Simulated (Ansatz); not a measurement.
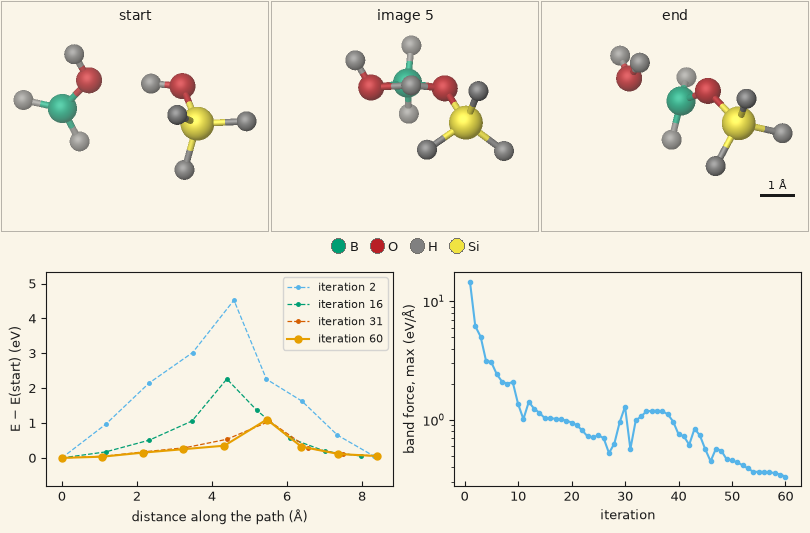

NEB run on BSiH7O2. Images are numbered from 0 (start) to 8 (end). The plot follows the band through its iterations. Style: ball-and-stick. Shown at a tilt.

All numbers below come from RKS B3LYP/def2-SVP (Ansatz 0.2.0). Settings: 7 movable images; climbing image; force threshold 0.05 eV/Å; iteration limit 60; optimiser FIRE; starting path through a guess of the saddle point.

### How did the profile develop, and is the result final?

The result isn't final. The band hadn't converged when the run stopped after 60 iterations. The largest component of the band force went from 15 to 0.33 eV/Å. The barrier read from it is provisional: over the last two iterations the highest image moved from 1.14 eV to 1.10 eV. The first iteration put the highest image at 6.95 eV. The highest point, image 5, lies 1.10 eV above the start and 1.05 eV above the end; the end is at +0.06 eV relative to the start.

The run took 6.2 min on 2 threads of AMD EPYC 9R45 96-Core Processor (Zen 5), with other jobs on the host, peak memory 0.2 GiB.
